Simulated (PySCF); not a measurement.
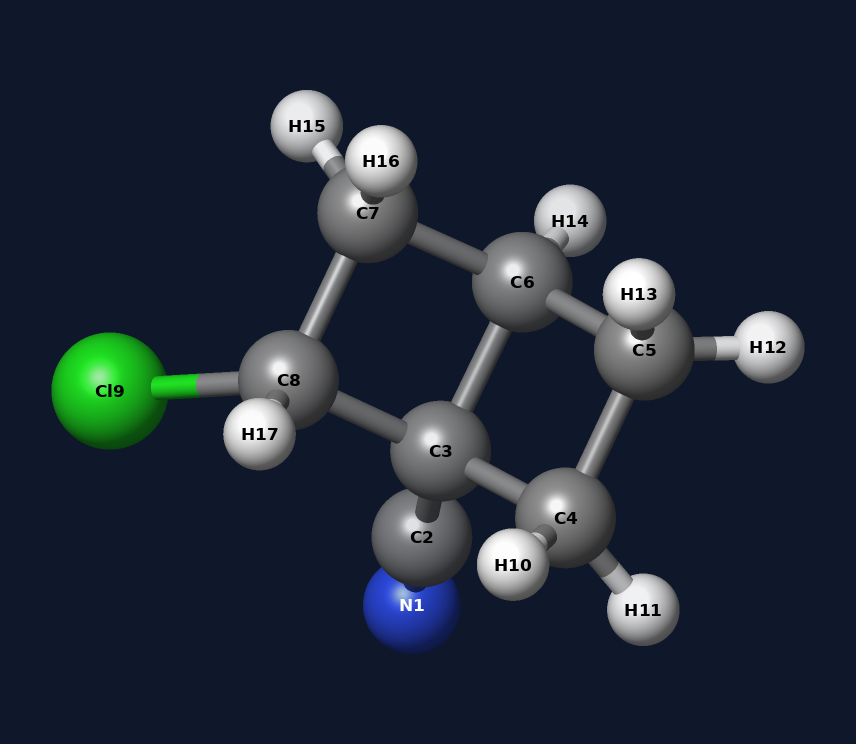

The geometry was computed by an optimisation with GFN2-xTB. No frequency run is at hand to confirm it as a minimum. Electric field gradients from the ground-state density, PBE0/pcSseg-1 (PySCF 2.14.0), non-relativistic apart from any core potentials.

Give the largest field-gradient component, the quadrupole coupling constant and the asymmetry for 14N at N1 (Q = 20.44 mb), 35Cl at Cl9 (Q = −81.7 mb), 2H at H10 (Q = 2.86 mb), 2H at H11 (Q = 2.86 mb).

```tsv
atom	V_zz (a.u.)	e²qQ/h (MHz)	η
N1	−0.972	−4.67	0.04
Cl9	3.989	−76.6	0.02
H10	0.310	0.209	0.02
H11	0.307	0.207	0.02
```
